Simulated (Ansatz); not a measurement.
# AsGaH8Si (built from SMILES [AsH3].[SiH3][GaH2]): search for a transition state, part 2 of 2

Ansatz 0.2.0, Gaussian basis; PBE0-D4.

## 6. Vibrations at the point found

vib/in.yaml

```yaml
crystal:
  periodic: [false, false, false]
  atoms:
    - {symbol: Ga, position_ang: [-0.822605, -0.844886, -0.786978]}
    - {symbol: Si, position_ang: [1.030273, -0.767094, 0.993832]}
    - {symbol: H, position_ang: [-0.122864, -1.280611, -2.100568]}
    - {symbol: H, position_ang: [-2.110627, -1.268955, -0.034415]}
    - {symbol: H, position_ang: [-0.042546, 0.467600, -0.043058]}
    - {symbol: As, position_ang: [-1.147425, 1.736448, -1.112904]}
    - {symbol: H, position_ang: [2.305023, -0.159408, 0.530814]}
    - {symbol: H, position_ang: [0.627448, -0.141017, 2.280161]}
    - {symbol: H, position_ang: [1.256380, -2.223517, 1.225860]}
    - {symbol: H, position_ang: [-1.253376, 2.243359, 0.317525]}
    - {symbol: H, position_ang: [0.280419, 2.237979, -1.270369]}
basis:
  gaussian: {orbitals: def2-TZVP}
hamiltonian: {xc: pbe0, dispersion: d4}
phonons: {temperatures: {t_min: 298.15, t_max: 900, t_step: 200}}
```

Launch:

```bash
$ ansatz run in.yaml --threads 8 --pin off --events-out ev --progress --plain --max-ram 19148MiB
```

Log, shortened:

```text
Functional definition: PBE0
  name "PBE0"
  cite "Adamo & Barone, J. Chem. Phys. 110, 6158 (1999) doi:10.1063/1.478522"
  cite "Perdew, Burke & Ernzerhof, Phys. Rev. Lett. 77, 3865 (1996) doi:10.1103/PhysRevLett.77.3865"
  parent pbe
[...]
1456 factors; their error is unknown
[...]
mean field -121208.06670328 eV, -4454.3142935672 hartree, gradient 5.3e-5 eV, S^2 0.000000; 0 other end points of the search recorded, 0 dependent functions left out
[...]
reference -121208.06674038 eV, -4454.3142949304 hartree; 43, 43 occupied and 138, 138 virtual orbitals, 1456 factors
[... from here to the last solve, the lines of the solves are left out (65 solves) ...]
1456 factors; their error is unknown
mean field -121208.06670172 eV, -4454.3142935096 hartree, gradient 1.5e-6 eV, S^2 0.000000; 0 other end points of the search recorded, 0 dependent functions left out
[...]
WARN: phonons: modes at or below zero, which the zero-point energy, F, S and C_V leave out: 1, the lowest at -784.50 cm⁻¹. A minimum has none, and a first-order saddle one
[...]
Atom 3 at    -2.110627    -1.268955    -0.034415 Å, force     0.000159    -0.000270    -0.000220 eV/Å
Atom 4 at    -0.042546     0.467600    -0.043058 Å, force     0.001590    -0.000060     0.001169 eV/Å
Atom 5 at    -1.147425     1.736448    -1.112904 Å, force     0.006883     0.007770     0.003053 eV/Å
Atom 6 at     2.305023    -0.159408     0.530814 Å, force     0.003324     0.001485    -0.000039 eV/Å
Atom 7 at     0.627448    -0.141017     2.280161 Å, force     0.000053     0.000146     0.002610 eV/Å
Atom 8 at     1.256380    -2.223517     1.225860 Å, force    -0.000991     0.002839    -0.000203 eV/Å
Atom 9 at    -1.253376     2.243359     0.317525 Å, force     0.000952    -0.002895    -0.005098 eV/Å
Atom 10 at     0.280419     2.237979    -1.270369 Å, force    -0.008861    -0.004881     0.001386 eV/Å
Dipole moment:     0.064587     0.071583     0.062109 e Å
Vibrations: -784.50 87.54 107.72 128.26 201.13 225.94 279.40 396.92 484.50 527.83 605.55 623.68 646.08 699.08 815.68 859.93 935.07 943.49 983.91 1621.68 2018.32 2037.92 2188.58 2210.92 2224.75 2226.40 2235.18 cm⁻¹, zero-point energy 1.631351 eV
```

Run time: 1.9 min. Hardware: 8 threads of Arm Neoverse V1, shared host; peak memory 0.63 GiB.

Wavenumbers and character of the modes:

| mode | wavenumber (cm⁻¹) | character |
| --- | --- | --- |
| 1 | 784i | changes Si2–H5, H5–As6 |
| 2 | 88 | torsion |
| 3 | 108 | bend |
| 4 | 128 | torsion |
| 5 | 201 | Ga–As stretch |
| 6 | 226 | bend with torsion |
| 7 | 279 | Ga–Si stretch |
| 8 | 397 | bend with torsion |
| 9 | 484 | bend with torsion |
| 10 | 528 | bend |
| 11 | 606 | bend with wag or twist |
| 12 | 624 | bend |
| 13 | 646 | bend with wag or twist |
| 14 | 699 | bend |
| 15 | 816 | wag or twist with bend |
| 16 | 860 | bend |
| 17 | 935 | bend with wag or twist |
| 18 | 943 | wag or twist with bend |
| 19 | 984 | wag or twist with bend |
| 20 | 1622 | Ga–H stretch |
| 21 | 2018 | Ga–H stretch |
| 22 | 2038 | Ga–H stretch |
| 23 | 2189 | Si–H stretch |
| 24 | 2211 | As–H stretch |
| 25 | 2225 | Si–H stretch |
| 26 | 2226 | As–H stretch |
| 27 | 2235 | Si–H stretch |

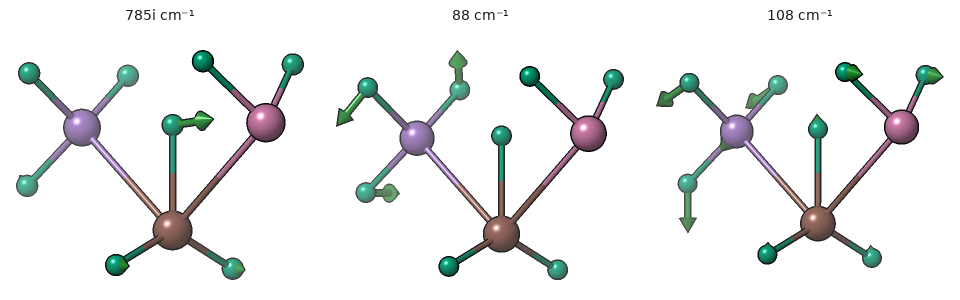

How the atoms move in 3 of the modes.

Vibrational sums (real modes only):

| T (K) | entropy (J/mol/K) | heat capacity (J/mol/K) |
| --- | --- | --- |
| 298 | 84.0 | 89.8 |
| 498 | 139.3 | 125.6 |
| 698 | 185.7 | 149.7 |
| 898 | 225.6 | 166.9 |

## 7. Relaxing after a step of 0.30 Å one way along the mode

downa/in.yaml

```yaml
crystal:
  periodic: [false, false, false]
  atoms:
    - {symbol: Ga, position_ang: [-0.950744, -0.669318, -0.917898]}
    - {symbol: Si, position_ang: [1.055570, -0.684587, 1.017275]}
    - {symbol: H, position_ang: [-0.087254, -1.303662, -2.077975]}
    - {symbol: H, position_ang: [-2.089509, -1.299621, -0.006779]}
    - {symbol: H, position_ang: [0.101290, 0.248604, 0.103064]}
    - {symbol: As, position_ang: [-1.210191, 1.790919, -1.170195]}
    - {symbol: H, position_ang: [2.334510, -0.141356, 0.535872]}
    - {symbol: H, position_ang: [0.640072, -0.118305, 2.319911]}
    - {symbol: H, position_ang: [1.190061, -2.196811, 1.164815]}
    - {symbol: H, position_ang: [-1.246274, 2.192890, 0.306885]}
    - {symbol: H, position_ang: [0.262569, 2.181146, -1.275074]}
basis:
  gaussian: {orbitals: def2-TZVP}
hamiltonian: {xc: pbe0, dispersion: d4}
relax: {f_tol: 0.005, max_steps: 200}
```

Launch:

```bash
$ ansatz run in.yaml --threads 8 --pin off --events-out ev --progress --plain --max-ram 19148MiB
```

Log, shortened:

```text
[... 5 set-up lines as earlier in the session ...]
[...]
1456 factors; their error is unknown
[...]
mean field -121208.48107445 eV, -4454.3295214268 hartree, gradient 1.8e-5 eV, S^2 0.000000; 0 other end points of the search recorded, 0 dependent functions left out
[...]
reference -121208.48111184 eV, -4454.3295228010 hartree; 43, 43 occupied and 138, 138 virtual orbitals, 1456 factors
relax step   1: F+E_penalty+E_count = -121208.71496572 eV  Δ(F+E_penalty+E_count) = +0.000e0 eV  max|allowed force component| = 7.190e-1 eV/Å  Δτ_max = 0.0000 Å  (27 SCF iters, accepted)
[...]
Atom 1 at     1.278439    -0.805910     1.233809 Å, force     0.001396    -0.002766     0.000712 eV/Å
Atom 2 at    -0.013775    -1.164011    -1.901689 Å, force    -0.001016     0.001431     0.000342 eV/Å
Atom 3 at    -1.917207    -1.155936     0.054164 Å, force    -0.000502    -0.000432    -0.001056 eV/Å
Atom 4 at     0.423713     0.138645     0.424127 Å, force    -0.002000     0.001334    -0.001678 eV/Å
Atom 5 at    -1.580252     1.913088    -1.533646 Å, force     0.001872    -0.000475    -0.001227 eV/Å
Atom 6 at     2.685197    -0.510126     0.876752 Å, force     0.000242    -0.000123    -0.000339 eV/Å
Atom 7 at     1.008822    -0.497731     2.657388 Å, force     0.000011     0.000154     0.000294 eV/Å
Atom 8 at     0.922686    -2.204152     0.909130 Å, force     0.000478     0.000943     0.000533 eV/Å
Atom 9 at    -1.661686     2.339148    -0.075566 Å, force    -0.000025    -0.001075    -0.000164 eV/Å
Atom 10 at    -0.122986     2.330320    -1.661934 Å, force    -0.000541     0.001525    -0.000293 eV/Å
Dipole moment:     0.318396    -0.126661     0.307441 e Å
```

It took 28 s on 8 threads of Arm Neoverse V1, shared host; peak memory 0.59 GiB.

Step by step: (the energy doesn't fall at every step)

| step | energy from step 1 (eV) | largest force component (eV/Å) |
| --- | --- | --- |
| 1 | 0.0000 | 0.7190 |
| 2 | -0.3832 | 0.6454 |
| 3 | -0.5606 | 0.6156 |
| 4 | -0.6412 | 0.2831 |
| 5 | -0.6503 | 0.3381 |
| 6 | -0.6001 | 0.6804 |
| 7 | -0.6728 | 0.1133 |
| 8 | -0.6739 | 0.0337 |
| 9 | -0.6746 | 0.0174 |
| 10 | -0.6749 | 0.0079 |
| 11 | -0.6750 | 0.0054 |
| 12 | -0.6750 | 0.0029 |

Distances of close pairs at the start and the end, largest changes first:

| bond | before (Å) | after (Å) | change (Å) |
| --- | --- | --- | --- |
| Ga1–Si2 | 2.788 | 3.223 | +0.435 |
| Ga1–H5 | 1.730 | 2.084 | +0.355 |
| Si2–H5 | 1.618 | 1.509 | -0.108 |
| Ga1–As6 | 2.487 | 2.427 | -0.060 |
| Si2–H9 | 1.525 | 1.479 | -0.046 |
| Ga1–H4 | 1.589 | 1.572 | -0.017 |
| Si2–H7 | 1.471 | 1.481 | +0.011 |
| As6–H10 | 1.531 | 1.521 | -0.010 |

## 8. Relaxing after a step of 0.30 Å the other way along the mode

downb/in.yaml

```yaml
crystal:
  periodic: [false, false, false]
  atoms:
    - {symbol: Ga, position_ang: [-0.694465, -1.020454, -0.656059]}
    - {symbol: Si, position_ang: [1.004976, -0.849601, 0.970389]}
    - {symbol: H, position_ang: [-0.158475, -1.257559, -2.123160]}
    - {symbol: H, position_ang: [-2.131746, -1.238289, -0.062051]}
    - {symbol: H, position_ang: [-0.186383, 0.686597, -0.189180]}
    - {symbol: As, position_ang: [-1.084658, 1.681976, -1.055612]}
    - {symbol: H, position_ang: [2.275537, -0.177460, 0.525756]}
    - {symbol: H, position_ang: [0.614824, -0.163730, 2.240410]}
    - {symbol: H, position_ang: [1.322699, -2.250222, 1.286905]}
    - {symbol: H, position_ang: [-1.260477, 2.293828, 0.328166]}
    - {symbol: H, position_ang: [0.298270, 2.294812, -1.265664]}
basis:
  gaussian: {orbitals: def2-TZVP}
hamiltonian: {xc: pbe0, dispersion: d4}
relax: {f_tol: 0.005, max_steps: 200}
```

Launch:

```bash
$ ansatz run in.yaml --threads 8 --pin off --events-out ev --progress --plain --max-ram 19148MiB
```

Log, shortened:

```text
[... 5 set-up lines as earlier in the session ...]
[...]
1456 factors; their error is unknown
[...]
mean field -121208.32605998 eV, -4454.3238247500 hartree, gradient 2.3e-5 eV, S^2 0.000000; 0 other end points of the search recorded, 0 dependent functions left out
[...]
reference -121208.32609664 eV, -4454.3238260972 hartree; 43, 43 occupied and 138, 138 virtual orbitals, 1456 factors
relax step   1: F+E_penalty+E_count = -121208.56591248 eV  Δ(F+E_penalty+E_count) = +0.000e0 eV  max|allowed force component| = 7.177e-1 eV/Å  Δτ_max = 0.0000 Å  (27 SCF iters, accepted)
[...]
Atom 1 at     1.168611    -1.151053     1.129440 Å, force     0.000236    -0.000244    -0.000004 eV/Å
Atom 2 at    -0.207360    -1.223252    -2.072274 Å, force    -0.000029     0.000082     0.000675 eV/Å
Atom 3 at    -2.084282    -1.214192    -0.120224 Å, force     0.000565     0.000002     0.000033 eV/Å
Atom 4 at    -0.315073     0.948604    -0.308992 Å, force    -0.000113     0.000173    -0.000023 eV/Å
Atom 5 at    -1.212206     1.883762    -1.172683 Å, force     0.000003    -0.000085     0.000012 eV/Å
Atom 6 at     2.413146    -0.484313     0.653020 Å, force     0.000180     0.000210     0.000098 eV/Å
Atom 7 at     0.745514    -0.472121     2.386608 Å, force    -0.000075     0.000165    -0.000046 eV/Å
Atom 8 at     1.521879    -2.557918     1.479238 Å, force     0.000117     0.000010     0.000025 eV/Å
Atom 9 at    -1.488472     2.702868     0.079795 Å, force    -0.000014     0.000039    -0.000069 eV/Å
Atom 10 at     0.031241     2.694409    -1.508233 Å, force     0.000274     0.000135     0.000146 eV/Å
Dipole moment:    -0.063517     0.339016    -0.062783 e Å
```

Wall time 30 s (8 threads of Arm Neoverse V1, shared host); peak memory 0.62 GiB.

Along the way: (the energy doesn't fall at every step)

| step | energy from step 1 (eV) | largest force component (eV/Å) |
| --- | --- | --- |
| 1 | 0.0000 | 0.7177 |
| 2 | -0.2277 | 0.3627 |
| 3 | -0.3208 | 0.4458 |
| 4 | -0.3247 | 0.4419 |
| 5 | -0.2648 | 0.7244 |
| 6 | -0.3539 | 0.1040 |
| 7 | -0.3552 | 0.0298 |
| 8 | -0.3553 | 0.0840 |
| 9 | -0.3566 | 0.0179 |
| 10 | -0.3571 | 0.0039 |
| 11 | -0.3572 | 0.0100 |
| 12 | -0.3573 | 0.0095 |
| 13 | -0.3573 | 0.0011 |

Close pairs (by a distance rule), those that changed most:

| bond | before (Å) | after (Å) | change (Å) |
| --- | --- | --- | --- |
| Ga1–As6 | 2.760 | 3.141 | +0.381 |
| Ga1–H5 | 1.841 | 2.105 | +0.264 |
| Ga1–Si2 | 2.359 | 2.417 | +0.058 |
| H5–As6 | 1.596 | 1.557 | -0.039 |
| Si2–H9 | 1.471 | 1.492 | +0.021 |
| Si2–H7 | 1.505 | 1.490 | -0.014 |
| Ga1–H3 | 1.580 | 1.573 | -0.007 |
| As6–H11 | 1.527 | 1.522 | -0.005 |

## 9. The three structures

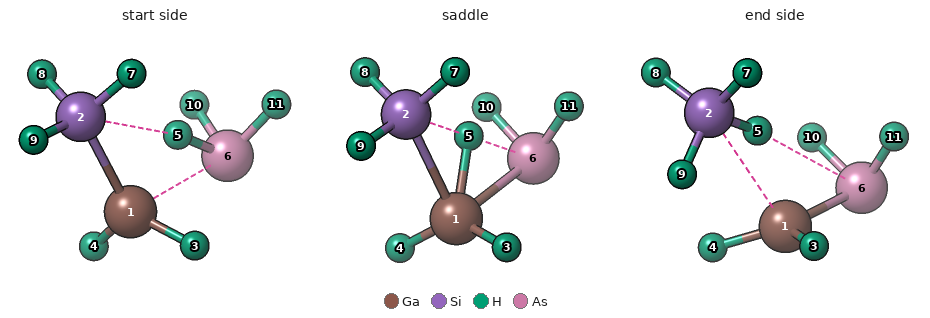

The minimum on the start side, the saddle and the minimum on the end side; broken lines join the pairs that change, where they aren't drawn as bonds.

| pair | start side (Å) | saddle (Å) | end side (Å) |
| --- | --- | --- | --- |
| Ga1–As6 | 3.141 | 2.622 | 2.427 |
| Si2–H5 | 2.946 | 1.937 | 1.509 |
| Ga1–Si2 | 2.417 | 2.571 | 3.223 |
| H5–As6 | 1.557 | 1.994 | 3.316 |

## 10. What came out

What follows sums up all 2 parts.

```
                       quantity                                                         value
                 imaginary mode                                                     784i cm⁻¹
    barrier from the start side                                                   59.7 kJ/mol
      barrier from the end side                                                  104.7 kJ/mol
             energy of the step                                                  -45.0 kJ/mol
              pairs that change  Ga1–As6 formed, Si2–H5 formed, Ga1–Si2 broken, H5–As6 broken
zero-point energy at the saddle                                                      1.631 eV
```

The point has a single imaginary mode (784i cm⁻¹), as a transition state must. Going downhill both ways gives the intended start and end. At PBE0-D4/def2-TZVP the electronic barrier is 59.7 kJ/mol, about 24 kT at 298 K, and the step runs 45.0 kJ/mol downhill. These are plain relaxations, not an intrinsic reaction coordinate.
